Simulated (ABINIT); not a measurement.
## A GW chain in ABINIT: LiCl (Fm-3m)

How does a plane-wave GW calculation on LiCl (Fm-3m) run from the first input to the gap?

Main program and level: ABINIT 10.8.3; LDA and many-body steps on it, plane waves.

The database entry behind the starting cell differs from later determinations by our own check (0.1 to 0.3 % short, probably kX units), so it need not match the best structure at ambient conditions.

## Step 1: Starting point

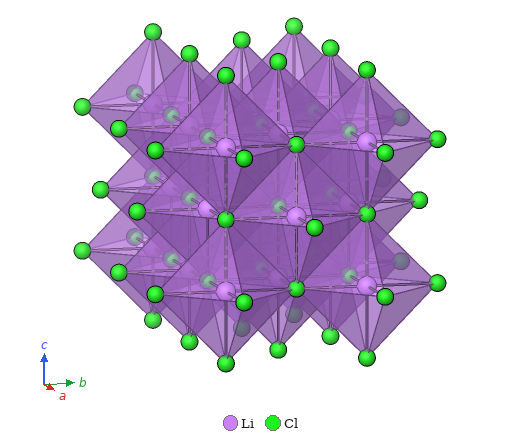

The starting structure, seen slightly off an axis (lithium purple, chlorine green). 2×1×1 cells are drawn. This picture shows the conventional cell, with its axes. Some periodic images of atoms are drawn too.

The cell and positions come from the Crystallography Open Database and are kept as given unless a step says otherwise.

## Step 2: Ground state

This step: ABINIT 10.8.3; DFT, LDA, plane waves, norm-conserving pseudopotentials.

The ground-state density comes first.

run.abi reads:

```
acell 3*1.0 Angstrom
rprim 
  0.000000000000 2.564770000000 2.564770000000
  2.564770000000 0.000000000000 2.564770000000
  2.564770000000 2.564770000000 0.000000000000
ntypat 2
znucl 3 17
natom 2
typat 1 2
xred 
  0.000000000000 0.000000000000 0.000000000000
  0.500000000000 0.500000000000 0.500000000000
pp_dirpath "pseudos"
pseudos "Li.upf, Cl.upf"
ecut 33
ngkpt 8 8 8
nshiftk 1
shiftk 0 0 0
kptopt 1
chksymbreak 0
nband 10
occopt 1
tolvrs 1e-10
nstep 60
prtwf 0
optforces 0
optstress 0
indata_prefix "in"
outdata_prefix "out"
tmpdata_prefix "tmp"
```

Launch:

```console
OMP_NUM_THREADS=1 mpirun -n 4 abinit run.abi > log
```

Numbers of over 12 decimals in the logs are rounded to 6 here.

What it wrote:

```text
.Version 10.8.3 of ABINIT. v10.8.2 released Aug 2026.

 Symmetries : space group Fm -3 m (#225); Bravais cF (face-center cubic)
================================================================================
 Values of the parameters that define the memory need of the present run
     intxc =       0    ionmov =       0      iscf =       7    lmnmax =       6
     lnmax =       6     mgfft =      36  mpssoang =       3    mqgrid =    3001
     natom =       2  nloc_mem =       1    nspden =       1   nspinor =       1
    nsppol =       1      nsym =      48    n1xccc =    2501    ntypat =       2
    occopt =       1   xclevel =       1
-    mband =          10        mffmem =           1         mkmem =           8
       mpw =        2076          nfft =       46656          nkpt =          29
================================================================================
  Rough estimation (10% accuracy) of disk space for files :
================================================================================

--------------------------------------------------------------------------------
------------- Echo of variables that govern the present computation ------------
--------------------------------------------------------------------------------
 -outvars: echo values of preprocessed input variables --------
            acell      1.8897261259E+00  1.8897261259E+00  1.8897261259E+00 Bohr

      chksymbreak           0
             ecut      3.30000000E+01 Hartree
-          fftalg         312

              ixc       -1012
              kpt      0.00000000E+00  0.00000000E+00  0.00000000E+00
                       1.25000000E-01  0.00000000E+00  0.00000000E+00
                       2.50000000E-01  0.00000000E+00  0.00000000E+00
                       3.75000000E-01  0.00000000E+00  0.00000000E+00
                       5.00000000E-01  0.00000000E+00  0.00000000E+00
                       1.25000000E-01  1.25000000E-01  0.00000000E+00
                       2.50000000E-01  1.25000000E-01  0.00000000E+00
                       3.75000000E-01  1.25000000E-01  0.00000000E+00
                       5.00000000E-01  1.25000000E-01  0.00000000E+00
   [... 18 further rows ...]
                      -3.75000000E-01  5.00000000E-01  1.25000000E-01
                      -2.50000000E-01  5.00000000E-01  2.50000000E-01
         kptrlatt        8    0    0      0    8    0      0    0    8
          kptrlen      5.48342967E+01
P           mkmem           8
            natom           2
            nband          10
            ngfft          36      36      36
             nkpt          29
            nstep          60
             nsym          48
           ntypat           2
              occ      2.000000  2.000000  2.000000  2.000000  2.000000  0.000000
                       0.000000  0.000000  0.000000  0.000000
        optforces           0
        optstress           0
            prtwf           0
            rprim      0.0000000000E+00  2.5647700000E+00  2.5647700000E+00
[...]
spgroup         225

           tolvrs      1.00000000E-10

             xred      0.0000000000E+00  0.0000000000E+00  0.0000000000E+00
[...]
znucl        3.00000   17.00000

================================================================================

 chkinp: Checking input parameters for consistency.

================================================================================
== DATASET  1 ==================================================================
-   mpi_nproc: 4, omp_nthreads: 1 (-1 if OMP is not activated)

--- !DatasetInfo
iteration_state: {dtset: 1, }
dimensions: {natom: 2, nkpt: 29, mband: 10, nsppol: 1, nspinor: 1, nspden: 1, mpw: 2076, }
cutoff_energies: {ecut:  33.0, pawecutdg:  -1.0, }
electrons: {nelect:   1.00000000E+01, charge:   0.00000000E+00, occopt:   1.00000000E+00, tsmear:   1.00000000E-02, }

 Real(R)+Recip(G) space primitive vectors, cartesian coordinates (Bohr,Bohr^-1):
 R(1)=  0.0000000  4.8467129  4.8467129  G(1)= -0.1031627  0.1031627  0.1031627
 R(2)=  4.8467129  0.0000000  4.8467129  G(2)=  0.1031627 -0.1031627  0.1031627
 R(3)=  4.8467129  4.8467129  0.0000000  G(3)=  0.1031627  0.1031627 -0.1031627
 Unit cell volume ucvol=  2.2770464E+02 bohr^3
 Angles (23,13,12)=  6.00000000E+01  6.00000000E+01  6.00000000E+01 degrees

 getcut: wavevector=  0.0000  0.0000  0.0000  ngfft=  36  36  36
         ecut(hartree)=     33.000   => boxcut(ratio)=   2.03104

--- Pseudopotential description ------------------------------------------------
- Li Generated using ONCVPSP code by D. R. Hamann
-  3.00000   3.00000  180309                  znucl, zion, pspdat
12 -1012 1 -1 1944                            pspcod,pspxc,lmax,lloc,mmax
     nproj     2     2     0
  pspatm : epsatm=    2.61415252
         --- l  ekb(1:nproj) -->
[...]
pspatm: atomic psp has been read  and splines computed

- Cl Generated using ONCVPSP code by D. R. Hamann
- 17.00000   7.00000  180309                  znucl, zion, pspdat
12 -1012 2 -1 1016                            pspcod,pspxc,lmax,lloc,mmax
     nproj     2     2     2
  pspatm : epsatm=    8.88507506
         --- l  ekb(1:nproj) -->
[...]
2   -2.920207   -0.831515
 pspatm: atomic psp has been read  and splines computed

   1.14992276E+02                                ecore*ucvol(ha*bohr**3)
--------------------------------------------------------------------------------

_setup2: Arith. and geom. avg. npw (full set) are    2061.986    2061.975

================================================================================

--- !BeginCycle
iteration_state: {dtset: 1, }
solver: {iscf: 7, nstep: 60, nline: 4, wfoptalg: 0, }
tolerances: {tolvrs: 1.00E-10, }

     iter   Etot(hartree)      deltaE(h)  residm     vres2
 ETOT  1  -23.641098536152    -2.364E+01 9.250E-02 1.535E+01
 ETOT  2  -23.652893611482    -1.180E-02 5.402E-03 1.514E+00
 ETOT  3  -23.653220055011    -3.264E-04 5.006E-04 3.349E-02
 ETOT  4  -23.653223012686    -2.958E-06 3.313E-04 7.003E-04
 ETOT  5  -23.653223039321    -2.664E-08 1.223E-04 1.371E-06
 ETOT  6  -23.653223039481    -1.602E-10 1.546E-04 7.959E-08
 ETOT  7  -23.653223039489    -8.200E-12 5.053E-05 4.194E-10
 ETOT  8  -23.653223039489     1.137E-13 6.118E-05 3.813E-12

 At SCF step    8       vres2   =  3.81E-12 < tolvrs=  1.00E-10 =>converged.

--- !ResultsGS
iteration_state: {dtset: 1, }
comment   : Summary of ground state results
lattice_vectors:
- [  0.0000000,   4.8467129,   4.8467129, ]
- [  4.8467129,   0.0000000,   4.8467129, ]
- [  4.8467129,   4.8467129,   0.0000000, ]
lattice_lengths: [   6.85429,    6.85429,    6.85429, ]
lattice_angles: [ 60.000,  60.000,  60.000, ] # degrees, (23, 13, 12)
lattice_volume:   2.2770464E+02
convergence: {deltae:  1.137E-13, res2:  3.813E-12, residm:  6.118E-05, diffor:  0.000E+00, }
etotal    :  -2.36532230E+01
entropy   :   0.00000000E+00
fermie    :   3.01875738E-03
cartesian_stress_tensor: null
pressure_GPa: null
xred      :
- [  0.0000E+00,   0.0000E+00,   0.0000E+00, Li]
- [  5.0000E-01,   5.0000E-01,   5.0000E-01, Cl]
cartesian_forces: null
force_length_stats: {min: null, max: null, mean: null, }

 Integrated electronic density in atomic spheres:
 ------------------------------------------------
 Atom  Sphere_radius  Integrated_density
    1        2.00000          2.18047985
    2        2.00000          5.05706502
================================================================================

 ----iterations are completed or convergence reached----

 Mean square residual over all n,k,spin=   38.223E-08; max=  61.179E-06
 reduced coordinates (array xred) for    2 atoms
       0.000000000000      0.000000000000      0.000000000000
       0.500000000000      0.500000000000      0.500000000000
 rms dE/dt=  0.0000E+00; max dE/dt=  0.0000E+00; dE/dt below (all hartree)
    1       0.000000000000      0.000000000000      0.000000000000
    2       0.000000000000      0.000000000000      0.000000000000

 cartesian coordinates (angstrom) at end:
    1      0.000000     0.000000     0.000000
    2      2.564770     2.564770     2.564770
 length scales=  1.889726125908  1.889726125908  1.889726125908 bohr
              =  1.000000000000  1.000000000000  1.000000000000 angstroms
 prteigrs : about to open file out_EIG
 Fermi (or HOMO) energy (hartree) =   0.00302   Average Vxc (hartree)=  -0.33947
 Eigenvalues (hartree) for nkpt=  29  k points:
 kpt#   1, nband= 10, wtk=  0.00195, kpt=  0.0000  0.0000  0.0000 (reduced coord)
  -1.55651   -0.48741    0.00302    0.00302    0.00302    0.22311    0.42866    0.42866
   0.42866    0.52251
 prteigrs : prtvol=0 or 1, do not print more k-points.

--- !EnergyTerms
iteration_state     : {dtset: 1, }
comment             : Components of total free energy in Hartree
kinetic             :  1.06959156467139E+01
hartree             :  3.74957798508215E+00
xc                  : -6.08154607058945E+00
Ewald energy        : -1.60774317274495E+01
psp_core            :  5.05006299991452E-01
local_psp           : -1.42268650828222E+01
non_local_psp       : -2.21788009041570E+00
total_energy        : -2.36532230394893E+01
total_energy_eV     : -6.43636988089881E+02
band_energy         : -4.31621796700374E+00

== END DATASET(S) ==============================================================
================================================================================

 -outvars: echo values of variables after computation  --------
           etotal     -2.3653223039E+01
            nband          10
             nkpt          29
          spgroup         225
 [... the other variables as echoed above ...]

 Calculation completed.
```

Wall time 5 s (4 MPI ranks of Intel Xeon Platinum 8488C (Sapphire Rapids), shared host); peak memory 0.31 GiB.

This step gave:

```
total energy               : -643.6370 eV
gap                        : 5.989 eV
k of the valence top       : 0, 0, 0
k of the conduction bottom : 0, 0, 0
least direct gap           : 5.989 eV
```

The gap is direct, at Γ.

## Step 3: Bands along the symmetry lines

The cheap functional maps the bands first; the places of the edges decide which points the dearer methods must see.

run.abi reads:

```
acell 3*1.0 Angstrom
rprim 
  0.000000000000 2.564770000000 2.564770000000
  2.564770000000 0.000000000000 2.564770000000
  2.564770000000 2.564770000000 0.000000000000
ntypat 2
znucl 3 17
natom 2
typat 1 2
xred 
  0.000000000000 0.000000000000 0.000000000000
  0.500000000000 0.500000000000 0.500000000000
pp_dirpath "pseudos"
pseudos "Li.upf, Cl.upf"
ecut 33
iscf -2
irdden 1
kptopt 0
nkpt 50
kpt 
  0.00000000 0.00000000 0.00000000
  0.06250000 0.00000000 0.06250000
  0.12500000 0.00000000 0.12500000
  0.18750000 0.00000000 0.18750000
  0.25000000 0.00000000 0.25000000
  0.31250000 0.00000000 0.31250000
  0.37500000 0.00000000 0.37500000
  0.43750000 0.00000000 0.43750000
  0.50000000 0.00000000 0.50000000
  0.51562500 0.03125000 0.51562500
  0.53125000 0.06250000 0.53125000
  0.54687500 0.09375000 0.54687500
  0.56250000 0.12500000 0.56250000
  0.57812500 0.15625000 0.57812500
  0.59375000 0.18750000 0.59375000
  0.60937500 0.21875000 0.60937500
  0.62500000 0.25000000 0.62500000
  0.37500000 0.37500000 0.75000000
  0.32812500 0.32812500 0.65625000
  0.28125000 0.28125000 0.56250000
  0.23437500 0.23437500 0.46875000
  0.18750000 0.18750000 0.37500000
  0.14062500 0.14062500 0.28125000
  0.09375000 0.09375000 0.18750000
  0.04687500 0.04687500 0.09375000
  0.00000000 0.00000000 0.00000000
  0.06250000 0.06250000 0.06250000
  0.12500000 0.12500000 0.12500000
  0.18750000 0.18750000 0.18750000
  0.25000000 0.25000000 0.25000000
  0.31250000 0.31250000 0.31250000
  0.37500000 0.37500000 0.37500000
  0.43750000 0.43750000 0.43750000
  0.50000000 0.50000000 0.50000000
  0.50000000 0.46875000 0.53125000
  0.50000000 0.43750000 0.56250000
  0.50000000 0.40625000 0.59375000
  0.50000000 0.37500000 0.62500000
  0.50000000 0.34375000 0.65625000
  0.50000000 0.31250000 0.68750000
  0.50000000 0.28125000 0.71875000
  0.50000000 0.25000000 0.75000000
  0.50000000 0.21875000 0.71875000
  0.50000000 0.18750000 0.68750000
  0.50000000 0.15625000 0.65625000
  0.50000000 0.12500000 0.62500000
  0.50000000 0.09375000 0.59375000
  0.50000000 0.06250000 0.56250000
  0.50000000 0.03125000 0.53125000
  0.50000000 0.00000000 0.50000000
istwfk *1
nband 12
nbdbuf 2
tolwfr 1e-08
nstep 40
prtwf 0
prtvol 0
indata_prefix "in"
outdata_prefix "out"
tmpdata_prefix "tmp"
```

What it wrote:

```text
.Version 10.8.3 of ABINIT. v10.8.2 released Aug 2026.

 Symmetries : space group Fm -3 m (#225); Bravais cF (face-center cubic)
[... echo of the input left out ...]
== DATASET  1 ==================================================================
-   mpi_nproc: 4, omp_nthreads: 1 (-1 if OMP is not activated)

--- !DatasetInfo
iteration_state: {dtset: 1, }
dimensions: {natom: 2, nkpt: 50, mband: 12, nsppol: 1, nspinor: 1, nspden: 1, mpw: 2085, }
cutoff_energies: {ecut:  33.0, pawecutdg:  -1.0, }
electrons: {nelect:   1.00000000E+01, charge:   0.00000000E+00, occopt:   1.00000000E+00, tsmear:   1.00000000E-02, }

 Real(R)+Recip(G) space primitive vectors, cartesian coordinates (Bohr,Bohr^-1):
 R(1)=  0.0000000  4.8467129  4.8467129  G(1)= -0.1031627  0.1031627  0.1031627
 R(2)=  4.8467129  0.0000000  4.8467129  G(2)=  0.1031627 -0.1031627  0.1031627
 R(3)=  4.8467129  4.8467129  0.0000000  G(3)=  0.1031627  0.1031627 -0.1031627
 Unit cell volume ucvol=  2.2770464E+02 bohr^3
 Angles (23,13,12)=  6.00000000E+01  6.00000000E+01  6.00000000E+01 degrees

 getcut: wavevector=  0.0000  0.0000  0.0000  ngfft=  36  36  36
         ecut(hartree)=     33.000   => boxcut(ratio)=   2.03104

--- Pseudopotential description ------------------------------------------------
- Li Generated using ONCVPSP code by D. R. Hamann
-  3.00000   3.00000  180309                  znucl, zion, pspdat
12 -1012 1 -1 1944                            pspcod,pspxc,lmax,lloc,mmax
     nproj     2     2     0
  pspatm : epsatm=    2.61415252
         --- l  ekb(1:nproj) -->
             0   -4.854561   -1.448487
             1   -2.179236   -0.444438
 pspatm: atomic psp has been read  and splines computed

- Cl Generated using ONCVPSP code by D. R. Hamann
- 17.00000   7.00000  180309                  znucl, zion, pspdat
12 -1012 2 -1 1016                            pspcod,pspxc,lmax,lloc,mmax
     nproj     2     2     2
  pspatm : epsatm=    8.88507506
         --- l  ekb(1:nproj) -->
             0    8.195043    0.715728
[...]
pspatm: atomic psp has been read  and splines computed

--------------------------------------------------------------------------------

================================================================================
 prteigrs : about to open file out_EIG
 Non-SCF case, kpt    1 (  0.00000  0.00000  0.00000), residuals and eigenvalues=
  7.96E-09  7.21E-09  1.41E-09  2.55E-09  5.12E-09  2.96E-09  4.89E-09  7.49E-09
  7.85E-09  6.22E-09  4.06E-05  3.70E-06
 -1.5565E+00 -4.8741E-01  3.0188E-03  3.0188E-03  3.0188E-03  2.2311E-01
  4.2866E-01  4.2866E-01  4.2866E-01  5.2225E-01  5.2314E-01  5.2502E-01
 Non-SCF case, kpt    2 (  0.06250  0.00000  0.06250), residuals and eigenvalues=
  4.23E-09  6.60E-09  1.71E-09  1.17E-09  6.35E-09  1.48E-09  6.60E-09  6.27E-09
  5.81E-09  2.73E-09  3.35E-05  7.15E-09
 -1.5565E+00 -4.8643E-01 -1.8612E-03  1.1805E-03  1.1805E-03  2.3014E-01
[...]
Non-SCF case, kpt    3 (  0.12500  0.00000  0.12500), residuals and eigenvalues=
  1.18E-09  7.93E-09  5.43E-09  1.04E-09  2.69E-09  1.02E-09  7.59E-09  6.80E-09
  5.09E-09  6.46E-09  2.11E-04  1.39E-08
[...]
Non-SCF case, kpt   49 (  0.50000  0.03125  0.53125), residuals and eigenvalues=
[...]
Non-SCF case, kpt   50 (  0.50000  0.00000  0.50000), residuals and eigenvalues=
[...]
-1.5563E+00 -4.5657E-01 -1.0689E-01 -3.8766E-02 -3.8766E-02  2.8169E-01
  2.9533E-01  4.4743E-01  5.0772E-01  5.0772E-01  6.0771E-01  6.6064E-01

--- !ResultsGS
iteration_state: {dtset: 1, }
comment   : Summary of ground state results
lattice_vectors:
- [  0.0000000,   4.8467129,   4.8467129, ]
- [  4.8467129,   0.0000000,   4.8467129, ]
- [  4.8467129,   4.8467129,   0.0000000, ]
lattice_lengths: [   6.85429,    6.85429,    6.85429, ]
lattice_angles: [ 60.000,  60.000,  60.000, ] # degrees, (23, 13, 12)
lattice_volume:   2.2770464E+02
convergence: {deltae:  0.000E+00, res2:  0.000E+00, residm:  9.875E-09, diffor:  0.000E+00, }
etotal    :  -2.36532230E+01
entropy   :   0.00000000E+00
fermie    :   3.01875738E-03
cartesian_stress_tensor: null
pressure_GPa: null
xred      :
- [  0.0000E+00,   0.0000E+00,   0.0000E+00, Li]
- [  5.0000E-01,   5.0000E-01,   5.0000E-01, Cl]
cartesian_forces: null
force_length_stats: {min: null, max: null, mean: null, }

 Integrated electronic density in atomic spheres:
 ------------------------------------------------
 Atom  Sphere_radius  Integrated_density
[...]
================================================================================

 ----iterations are completed or convergence reached----

 Mean square residual over all n,k,spin=   47.210E-10; max=  98.754E-10
 reduced coordinates (array xred) for    2 atoms
       0.000000000000      0.000000000000      0.000000000000
       0.500000000000      0.500000000000      0.500000000000

 cartesian coordinates (angstrom) at end:
[...]
length scales=  1.889726125908  1.889726125908  1.889726125908 bohr
              =  1.000000000000  1.000000000000  1.000000000000 angstroms
 prteigrs : about to open file out_EIG
 Eigenvalues (hartree) for nkpt=  50  k points:
 kpt#   1, nband= 12, wtk=  1.00000, kpt=  0.0000  0.0000  0.0000 (reduced coord)
[...]
kpt#   2, nband= 12, wtk=  1.00000, kpt=  0.0625  0.0000  0.0625 (reduced coord)
[...]
kpt#   3, nband= 12, wtk=  1.00000, kpt=  0.1250  0.0000  0.1250 (reduced coord)
[...]
kpt#  49, nband= 12, wtk=  1.00000, kpt=  0.5000  0.0313  0.5313 (reduced coord)
  -1.55634   -0.45659   -0.10639   -0.03966   -0.03870    0.28279    0.29700    0.44598
   0.50009    0.50875    0.61496    0.65947
 kpt#  50, nband= 12, wtk=  1.00000, kpt=  0.5000  0.0000  0.5000 (reduced coord)
  -1.55634   -0.45657   -0.10689   -0.03877   -0.03877    0.28169    0.29533    0.44743
   0.50772    0.50772    0.60771    0.66064

== END DATASET(S) ==============================================================
================================================================================

 -outvars: echo values of variables after computation  --------
            nband          12
             nkpt          50
          spgroup         225
 [... the other variables as echoed above ...]

 Calculation completed.
```

It took 4.9 s on 4 MPI ranks; peak memory 0.29 GiB; 19 s of CPU time.

Numbers from this step:

| Property | Result |
| --- | --- |
| gap | 5.985 eV |
| k of the valence top | 0.0938, 0.0938, 0.1875 |
| k of the conduction bottom | 0, 0, 0 |
| least direct gap | 5.989 eV |

The gap is 5.985 eV, −0.004 eV from the run before at this level.

Electronic bands along the path, in eV, zero at the top of the highest filled band; v1 is the highest filled band, c1 the lowest empty one:

| point | v4 | v3 | v2 | v1 | c1 | c2 | c3 | c4 |
| --- | --- | --- | --- | --- | --- | --- | --- | --- |
| Γ | -13.35 | 0.00 | 0.00 | 0.00 | 5.99 | 11.58 | 11.58 | 11.58 |
| X | -12.51 | -2.99 | -1.14 | -1.14 | 7.58 | 7.95 | 12.09 | 13.73 |
| U | -12.54 | -2.57 | -1.84 | -0.86 | 7.75 | 9.63 | 11.11 | 11.39 |
| jump to K | -12.54 | -2.57 | -1.84 | -0.86 | 7.75 | 9.63 | 11.11 | 11.39 |
| Γ | -13.35 | 0.00 | 0.00 | 0.00 | 5.99 | 11.58 | 11.58 | 11.58 |
| L | -12.76 | -2.90 | -0.26 | -0.26 | 6.39 | 9.14 | 9.14 | 12.66 |
| W | -12.52 | -2.20 | -2.20 | -1.09 | 9.26 | 9.77 | 10.11 | 10.11 |
| X | -12.51 | -2.99 | -1.14 | -1.14 | 7.58 | 7.95 | 12.09 | 13.73 |

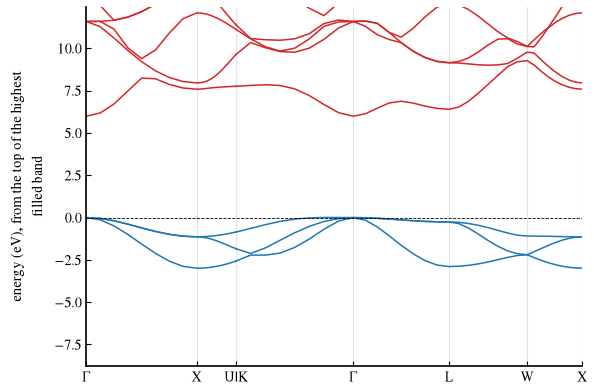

Electronic bands along the path; lines of filled and empty bands in two colours.

[end of part 1 of 2]

[Paths, hosts, dates, memory and timing lines, banners, echoed tables and standing remarks are left out of the program output.]

[Logs are printed without paths, hosts, clocks, repeated set-up lines and the standing remarks that a program may print on its own settings, such as how far it seeks lower states.]

[Runs of the session that timed out or met a known fault of the program may be left out.]

[Hosts, paths, dates, database ids (printed as entryN), source tags and the programs' standing remarks are cut or masked in the printed files.]

[G0W0 gaps are taken among the corrected bands and points alone; a level outside them can change the order at an edge.]

[Where Ansatz stands beside ABINIT at settings called matched, ABINIT's density can come from a denser mesh and the files from another edition; pairs whose starting gaps differed by over 0.03 eV were left out, so agreement reads better than it is.]
